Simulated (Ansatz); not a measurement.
**YMo15S32: geometry relaxation (part 4 of 4)**

The same run, continued: YMo15S32 (defect cell, 48 atoms in the cell); DFT PBE, scalar-relativistic, plane waves, PAW, spin-polarised (Ansatz 0.2.0); cutoff 420 eV, 2×1×1 k-mesh, Gaussian smearing of 0.05 eV, collinear spins. The structure derives from an entry of the Crystallography Open Database.

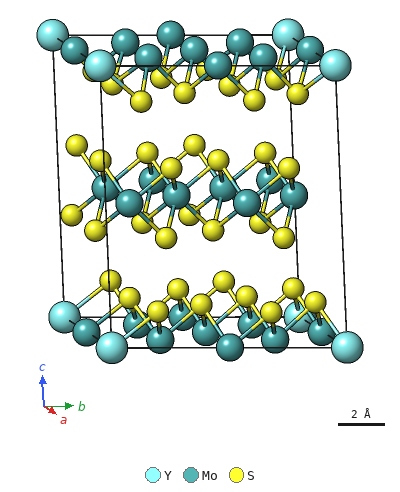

**Figure 1.** The geometry at step 5 of the log (ball-and-stick view of the cell of the calculation, seen slightly off an axis).

**Trajectory as extended XYZ (Å, eV, eV/Å), 5 of the 8 frames kept, from step=1 to step=8**
```
48
Lattice="6.3200 -0.0000 0.0000 0.0000 10.9466 0.0000 -1.5800 -0.9122 12.3000" Properties=species:S:1:pos:R:3:forces:R:3 step=1 energy=-107092.16084
Y    -0.0058    0.0095    0.0668   -1.1931  -0.4798  -2.3940
Mo    3.1795    0.0690    0.0249   -0.1597  -2.0066  -1.0119
Mo    1.5856    2.7396   -0.0197    0.2593   0.9969   0.7204
Mo    1.5800    0.9122    6.1500    0.0124  -0.0033   0.0857
Mo    4.7734    2.7397    0.0024   -1.0263   0.8799   0.2152
Mo    4.7400    0.9122    6.1500   -0.0134   0.0005   0.0571
Mo    3.1600    5.4733    0.0000   -0.1514  -0.0465   0.0656
Mo    3.1600    3.6489    6.1500    0.0044  -0.0004   0.0865
Mo    0.0000    5.4733    0.0000    0.1452   0.3011   0.0747
Mo    0.0000    3.6489    6.1500   -0.0002  -0.0055   0.0563
Mo    4.7332    8.1684    0.0054    0.0804   0.4256  -0.0854
Mo    4.7400    6.3855    6.1500    0.0101  -0.0040   0.0823
Mo    1.5691    8.2709    0.0828    0.7789  -1.3869  -2.0126
Mo    1.5800    6.3855    6.1500   -0.0126   0.0074   0.0611
Mo    0.0000    9.1221    6.1500    0.0011  -0.0483   0.0683
Mo    3.1600    9.1221    6.1500   -0.0044  -0.0292   0.0485
S     0.0000    0.0000    4.6125   -0.0027  -0.0080  -0.5192
S     3.1600    0.0000    4.6125   -0.0315  -0.0274  -0.5534
S     1.5800    2.7366    4.6125   -0.0157  -0.0073  -0.5332
S     1.5800    0.9122   10.7625    0.1843   0.0887  -0.7052
S     4.7400    2.7366    4.6125   -0.0223   0.0024  -0.5213
S     4.7391    0.9211   10.7932    0.1033   1.7494  -2.3258
S     3.1600    5.4733    4.6125   -0.0063   0.0085  -0.5331
S     3.1600    3.6489   10.7625   -0.0112   0.0817  -0.4472
S     0.0000    5.4733    4.6125   -0.0136   0.0069  -0.5285
S     0.0000    3.6489   10.7625    0.0902   0.1693  -0.5363
S     4.7400    8.2099    4.6125   -0.0317   0.0106  -0.5383
S     4.7400    6.3855   10.7625    0.2035   0.1988  -0.1536
S     1.5800    8.2099    4.6125    0.0051   0.0269  -0.5701
S     1.5800    6.3855   10.7625   -0.4435   0.1941  -0.0820
S    -0.0233    9.1190   10.7415    1.8488  -0.7125  -1.2622
S     3.1772    9.0988   10.7501   -1.6505  -0.6811  -1.4276
S     0.0000    0.0000    7.6936    0.0135   0.0071   0.4683
S     3.1600    0.0000    7.6936    0.0151   0.0067   0.4780
S     1.5800    2.7366    7.6936    0.0129   0.0113   0.4551
S     3.1600    1.8244    1.5436    0.1036   0.4914   0.6607
S     4.7400    2.7366    7.6936    0.0131   0.0033   0.4608
S     0.0008    1.8382    1.5483    0.2294   2.6732   2.2898
S     3.1600    5.4733    7.6936    0.0082   0.0103   0.4664
S     4.7400    4.5611    1.5436    0.0131   0.1286   0.3688
S     0.0000    5.4733    7.6936    0.0201   0.0054   0.4374
S     1.5800    4.5611    1.5436    0.1074   0.0134   0.2562
S     4.7400    8.2099    7.6936    0.0117   0.0157   0.4564
S     0.0000    7.2977    1.5436   -0.2252  -0.0732   0.9425
S     1.5800    8.2099    7.6936    0.0188   0.0167   0.4655
S     3.1600    7.2977    1.5436   -0.0318  -0.1135   0.8285
S     1.5762   10.1048    1.4892    2.9500  -1.5652   3.9733
S     4.7587   10.0257    1.5868   -2.1971  -1.3328   2.1113
48
Lattice="6.3200 -0.0000 0.0000 0.0000 10.9466 0.0000 -1.5800 -0.9122 12.3000" Properties=species:S:1:pos:R:3:forces:R:3 step=3 energy=-107094.44740
Y     0.0079    0.0478    0.0267   -0.0434  -0.2085  -0.0303
Mo    3.1633   -0.2133    0.0014    0.2207   0.5220  -0.0171
Mo    1.5902    2.9004    0.0028    0.0273  -0.6851  -0.0234
Mo    1.5760    0.9138    6.1610    0.0002  -0.0190  -0.0072
Mo    4.7245    2.8825    0.0039    0.0677  -0.5754  -0.0281
Mo    4.7334    0.9140    6.1589   -0.0045  -0.0133   0.0040
Mo    3.1725    5.5061   -0.0012    0.0033   0.2233  -0.0146
Mo    3.1538    3.6535    6.1622    0.0084  -0.0011  -0.0061
Mo    0.0037    5.5239    0.0026    0.0410   0.0139  -0.0235
Mo   -0.0042    3.6489    6.1549   -0.0054   0.0171   0.0124
Mo    4.7313    8.1237    0.0001    0.3091   0.5408   0.0418
Mo    4.7359    6.3852    6.1556   -0.0019   0.0214  -0.0025
Mo    1.6123    8.1127    0.0007   -0.3929   0.4518   0.0107
Mo    1.5762    6.3867    6.1512    0.0017   0.0200   0.0267
Mo   -0.0036    9.1196    6.1502   -0.0130  -0.0068  -0.0112
Mo    3.1543    9.1229    6.1514    0.0066  -0.0290   0.0025
S    -0.0067    0.0048    4.5919    0.0104   0.0066   0.0169
S     3.1518    0.0026    4.5908    0.0126  -0.0041   0.0162
S     1.5776    2.7377    4.5940   -0.0118  -0.0051   0.0184
S     1.5694    0.8463   10.8141   -0.0060   0.3382  -0.0681
S     4.7263    2.7394    4.5954    0.0230  -0.0063   0.0071
S     4.7436    1.1598   10.7126   -0.0099   0.0153  -0.0707
S     3.1552    5.4715    4.5910    0.0060  -0.0003   0.0167
S     3.1540    3.7452   10.7206    0.0170  -0.2527  -0.0304
S    -0.0069    5.4732    4.5899   -0.0010  -0.0216  -0.0061
S     0.0199    3.7607   10.7223   -0.0610  -0.2651  -0.0573
S     4.7309    8.2063    4.5896    0.0091   0.0233   0.0047
S     4.7454    6.3951   10.7210    0.0386  -0.2600  -0.0254
S     1.5763    8.2080    4.5835    0.0025   0.0016   0.0321
S     1.5979    6.3497   10.7106   -0.0503  -0.1152  -0.0266
S     0.0784    8.9626   10.6756    0.1483   0.1731  -0.0017
S     3.1082    8.9753   10.6679   -0.2515   0.1225   0.0622
S    -0.0031   -0.0044    7.7239   -0.0065   0.0163  -0.0288
S     3.1569   -0.0025    7.7278   -0.0042   0.0150  -0.0327
S     1.5758    2.7389    7.7279   -0.0065  -0.0078  -0.0116
S     3.1529    1.7535    1.4890   -0.0163   0.3633   0.0968
S     4.7384    2.7414    7.7225   -0.0015   0.0008  -0.0200
S     0.0073    2.0944    1.6069   -0.0421  -0.0044   0.1145
S     3.1570    5.4817    7.7234   -0.0069  -0.0202  -0.0229
S     4.7337    4.6611    1.5828    0.0006  -0.2456   0.0375
S    -0.0004    5.4763    7.7172   -0.0020  -0.0116  -0.0089
S     1.6078    4.6755    1.5824   -0.0674  -0.2571   0.0500
S     4.7377    8.2120    7.7184    0.0000   0.0015  -0.0379
S     0.0048    7.3043    1.5838    0.0456  -0.2270  -0.0067
S     1.5771    8.2103    7.7134    0.0010   0.0127   0.0229
S     3.1784    7.2557    1.5884   -0.0327  -0.0839   0.0331
S     1.6595    9.8503    1.6421    0.2624   0.2978   0.0108
S     4.6710    9.8758    1.6485   -0.2242   0.1282  -0.0179
48
Lattice="6.3200 -0.0000 0.0000 0.0000 10.9466 0.0000 -1.5800 -0.9122 12.3000" Properties=species:S:1:pos:R:3:forces:R:3 step=5 energy=-107094.61297
Y    -0.0032    0.0090    0.0073    0.0326  -0.0207  -0.0321
Mo    3.1918   -0.0896    0.0204    0.0235   0.0147  -0.0624
Mo    1.5786    2.8352    0.0176   -0.0229   0.0968  -0.0182
Mo    1.5802    0.9170    6.1457    0.0007  -0.0172  -0.0332
Mo    4.7193    2.8129    0.0167   -0.0403   0.1053  -0.0097
Mo    4.7378    0.9172    6.1435   -0.0058  -0.0011  -0.0189
Mo    3.1618    5.4865    0.0182   -0.0029  -0.0088  -0.0233
Mo    3.1582    3.6573    6.1498   -0.0079  -0.0233  -0.0517
Mo   -0.0037    5.4983    0.0157    0.0360  -0.0041   0.0463
Mo   -0.0015    3.6538    6.1438    0.0027   0.0064  -0.0230
Mo    4.7121    8.1582    0.0193   -0.1003  -0.0774  -0.0348
Mo    4.7395    6.3906    6.1455   -0.0083   0.0011  -0.0408
Mo    1.6221    8.1500    0.0201    0.1113  -0.0135  -0.0348
Mo    1.5791    6.3911    6.1427    0.0048  -0.0011  -0.0405
Mo    0.0001    9.1234    6.1377    0.0060   0.0043  -0.0135
Mo    3.1585    9.1252    6.1385   -0.0019  -0.0052  -0.0168
S    -0.0011    0.0064    4.5788   -0.0016   0.0078   0.0081
S     3.1571    0.0012    4.5754    0.0017   0.0419   0.0495
S     1.5787    2.7406    4.5826    0.0148   0.0211   0.0174
S     1.5595    0.9007   10.7919   -0.0119  -0.0956  -0.0260
S     4.7336    2.7418    4.5825   -0.0159   0.0235   0.0233
S     4.7369    1.1242   10.7037    0.0267  -0.0621  -0.0104
S     3.1587    5.4772    4.5817    0.0035   0.0010   0.0119
S     3.1473    3.6942   10.7439   -0.0177   0.0025   0.0233
S    -0.0032    5.4779    4.5803   -0.0047  -0.0053   0.0033
S     0.0050    3.7061   10.7420    0.0152   0.0261   0.0280
S     4.7357    8.2149    4.5752    0.0060  -0.0438   0.0349
S     4.7465    6.3838   10.7510   -0.0218   0.0802   0.0311
S     1.5807    8.2141    4.5712   -0.0088  -0.0363   0.0321
S     1.5850    6.3360   10.7264    0.0086   0.0320   0.1074
S     0.1264    9.0000   10.6863   -0.0379   0.0122   0.0241
S     3.0671    8.9930   10.6670    0.0330   0.0131   0.0079
S    -0.0003    0.0018    7.7068    0.0080  -0.0022   0.0227
S     3.1608    0.0027    7.7082   -0.0046  -0.0023   0.0461
S     1.5785    2.7419    7.7124    0.0068  -0.0051   0.0177
S     3.1434    1.8183    1.5483   -0.0086  -0.1186  -0.0307
S     4.7412    2.7455    7.7077   -0.0016  -0.0240   0.0139
S    -0.0023    2.0255    1.6305    0.0275   0.0198  -0.0269
S     3.1601    5.4826    7.7136   -0.0017   0.0035  -0.0118
S     4.7303    4.6005    1.5881   -0.0043   0.0622  -0.0034
S     0.0013    5.4789    7.7088    0.0078   0.0045  -0.0086
S     1.5867    4.6135    1.5910    0.0162   0.0790   0.0008
S     4.7416    8.2155    7.7056   -0.0014   0.0177   0.0208
S     0.0082    7.2981    1.5839   -0.0287   0.0495   0.0041
S     1.5805    8.2137    7.7001    0.0050   0.0240   0.0390
S     3.1682    7.2507    1.6072    0.0013   0.0177  -0.0178
S     1.7018    9.9296    1.6468   -0.0459  -0.1125  -0.0048
S     4.6589    9.9241    1.6702    0.0081  -0.0883  -0.0197
48
Lattice="6.3200 -0.0000 0.0000 0.0000 10.9466 0.0000 -1.5800 -0.9122 12.3000" Properties=species:S:1:pos:R:3:forces:R:3 step=6 energy=-107094.62111
Y    -0.0011    0.0107    0.0139    0.0199  -0.0185  -0.0005
Mo    3.1927   -0.0960    0.0092   -0.0059   0.0575  -0.0281
Mo    1.5752    2.8462    0.0079    0.0381  -0.0293  -0.0119
Mo    1.5800    0.9140    6.1531    0.0041   0.0075   0.0036
Mo    4.7145    2.8199    0.0079    0.0137   0.0094  -0.0120
Mo    4.7384    0.9149    6.1525   -0.0005  -0.0027  -0.0012
Mo    3.1626    5.4908    0.0092   -0.0122   0.0062  -0.0011
Mo    3.1579    3.6525    6.1526    0.0067   0.0250   0.0179
Mo   -0.0008    5.5078    0.0119   -0.0278  -0.0431  -0.0153
Mo   -0.0008    3.6517    6.1482   -0.0016  -0.0068   0.0110
Mo    4.7069    8.1569    0.0101   -0.0239   0.0213   0.0151
Mo    4.7397    6.3873    6.1493    0.0057   0.0046   0.0123
Mo    1.6270    8.1517    0.0115    0.0001  -0.0202   0.0154
Mo    1.5799    6.3887    6.1462   -0.0025  -0.0032   0.0144
Mo    0.0015    9.1210    6.1462   -0.0069  -0.0058  -0.0021
Mo    3.1591    9.1230    6.1468    0.0004  -0.0030   0.0048
S    -0.0015    0.0043    4.5868    0.0013  -0.0003  -0.0029
S     3.1580    0.0024    4.5870    0.0005  -0.0022  -0.0017
S     1.5795    2.7386    4.5880   -0.0039  -0.0098  -0.0023
S     1.5553    0.8932   10.7831   -0.0046  -0.0099   0.0031
S     4.7331    2.7401    4.5890    0.0041  -0.0114  -0.0024
S     4.7373    1.1179   10.6998   -0.0122   0.0232   0.0269
S     3.1593    5.4743    4.5857   -0.0014  -0.0051  -0.0022
S     3.1490    3.7001   10.7384    0.0048  -0.0005  -0.0018
S    -0.0031    5.4747    4.5839    0.0021   0.0016  -0.0031
S     0.0039    3.7160   10.7353    0.0045   0.0049  -0.0095
S     4.7369    8.2095    4.5846   -0.0002   0.0104  -0.0011
S     4.7449    6.3963   10.7476    0.0072  -0.0041  -0.0268
S     1.5807    8.2096    4.5802    0.0032   0.0112  -0.0031
S     1.5856    6.3416   10.7233   -0.0032  -0.0116  -0.0435
S     0.1212    9.0053   10.6824   -0.0286  -0.0065  -0.0131
S     3.0740    8.9989   10.6628    0.0244  -0.0140  -0.0093
S     0.0012   -0.0008    7.7164   -0.0022  -0.0022  -0.0044
S     3.1606    0.0003    7.7200   -0.0009  -0.0010  -0.0095
S     1.5796    2.7397    7.7185   -0.0040   0.0019   0.0015
S     3.1386    1.8030    1.5324   -0.0036   0.0198   0.0127
S     4.7414    2.7422    7.7138    0.0011   0.0060   0.0034
S    -0.0016    2.0403    1.6205   -0.0117   0.0001  -0.0037
S     3.1604    5.4793    7.7153   -0.0029  -0.0037   0.0039
S     4.7295    4.6112    1.5809    0.0028  -0.0076  -0.0017
S     0.0028    5.4775    7.7115   -0.0007  -0.0030   0.0030
S     1.5899    4.6266    1.5850    0.0023   0.0016   0.0037
S     4.7423    8.2134    7.7137   -0.0003  -0.0058  -0.0086
S     0.0054    7.3078    1.5768    0.0095   0.0102   0.0063
S     1.5821    8.2122    7.7100    0.0001  -0.0061  -0.0029
S     3.1680    7.2510    1.5994   -0.0005   0.0017   0.0172
S     1.7011    9.9134    1.6415    0.0232   0.0109   0.0242
S     4.6553    9.9102    1.6615   -0.0174   0.0022   0.0253
48
Lattice="6.3200 -0.0000 0.0000 0.0000 10.9466 0.0000 -1.5800 -0.9122 12.3000" Properties=species:S:1:pos:R:3:forces:R:3 step=8 energy=-107094.62261
Y    -0.0004    0.0046    0.0202   -0.0012   0.0090  -0.0067
Mo    3.1860   -0.0842    0.0023    0.0060   0.0263  -0.0036
Mo    1.5833    2.8428    0.0025   -0.0135   0.0126   0.0084
Mo    1.5805    0.9128    6.1575   -0.0007  -0.0006   0.0016
Mo    4.7185    2.8247    0.0024    0.0016  -0.0036   0.0074
Mo    4.7385    0.9131    6.1568    0.0005   0.0005  -0.0008
Mo    3.1614    5.4931    0.0020    0.0044  -0.0060   0.0031
Mo    3.1586    3.6522    6.1582   -0.0012  -0.0035   0.0008
Mo   -0.0018    5.5071    0.0046    0.0021   0.0061   0.0000
Mo   -0.0004    3.6497    6.1535    0.0011   0.0015  -0.0007
Mo    4.6995    8.1586    0.0056   -0.0080   0.0087   0.0094
Mo    4.7401    6.3859    6.1539   -0.0005  -0.0011   0.0000
Mo    1.6291    8.1529    0.0070    0.0102   0.0055   0.0079
Mo    1.5801    6.3869    6.1510    0.0006  -0.0002  -0.0004
Mo    0.0013    9.1191    6.1496    0.0001   0.0012   0.0003
Mo    3.1589    9.1212    6.1507    0.0008   0.0004  -0.0008
S    -0.0011    0.0031    4.5904    0.0005  -0.0001   0.0003
S     3.1581    0.0011    4.5912   -0.0002  -0.0009  -0.0023
S     1.5801    2.7370    4.5928   -0.0001  -0.0001   0.0002
S     1.5629    0.8947   10.7747   -0.0042  -0.0156  -0.0054
S     4.7336    2.7381    4.5938   -0.0001  -0.0011  -0.0007
S     4.7389    1.1152   10.7038    0.0032  -0.0007  -0.0035
S     3.1596    5.4725    4.5901   -0.0005   0.0001   0.0003
S     3.1491    3.7023   10.7311   -0.0005   0.0045  -0.0017
S    -0.0027    5.4729    4.5883    0.0006  -0.0008   0.0009
S     0.0048    3.7142   10.7291   -0.0006   0.0014  -0.0009
S     4.7368    8.2082    4.5882   -0.0003   0.0019  -0.0021
S     4.7432    6.3993   10.7429    0.0020   0.0046   0.0016
S     1.5810    8.2082    4.5840   -0.0004   0.0012  -0.0022
S     1.5832    6.3429   10.7137   -0.0033   0.0001  -0.0093
S     0.1138    9.0082   10.6771   -0.0035  -0.0086  -0.0003
S     3.0723    9.0028   10.6621    0.0067  -0.0090   0.0006
S     0.0014   -0.0029    7.7198   -0.0005  -0.0008  -0.0005
S     3.1607   -0.0017    7.7235   -0.0002  -0.0006  -0.0011
S     1.5799    2.7383    7.7232    0.0003   0.0011  -0.0006
S     3.1464    1.8078    1.5308   -0.0034  -0.0163   0.0007
S     4.7417    2.7405    7.7190   -0.0001   0.0016   0.0005
S     0.0002    2.0439    1.6148    0.0033   0.0052   0.0034
S     3.1605    5.4783    7.7204    0.0004   0.0018   0.0012
S     4.7296    4.6151    1.5750   -0.0031   0.0003  -0.0009
S     0.0029    5.4756    7.7162   -0.0003   0.0005   0.0003
S     1.5905    4.6269    1.5779    0.0014  -0.0041  -0.0029
S     4.7422    8.2117    7.7170    0.0002  -0.0003  -0.0006
S     0.0039    7.3104    1.5694    0.0012   0.0042  -0.0046
S     1.5818    8.2103    7.7138   -0.0003  -0.0010  -0.0010
S     3.1660    7.2507    1.5968   -0.0025  -0.0024   0.0016
S     1.7043    9.9136    1.6434    0.0089  -0.0115   0.0014
S     4.6446    9.9110    1.6595   -0.0065  -0.0114   0.0016
```

**Key numbers**

- outcome: converged
- electrons treated: 413
- free energy: −107094.6226 eV
- Fermi energy: 10.652 eV
- net moment of the cell: −0.01 μB
- integrated absolute moment: 1.03 μB
- final volume: 850.94 Å³
- largest force (length of the vector) at the end: 0.027 eV/Å
- hardware: 4 threads of Arm Neoverse N1, 98 GiB of memory available, shared host
- wall time: 16 min (CPU time 61 min)
- peak memory: 3.6 GiB

**Remarks**

The electronic state found may not be the lowest one. Notes on the run: a screening estimate came out negative during mixing; some starting moments were not kept. The k-point mesh is coarse for a cell of this size, so the results may not be converged.
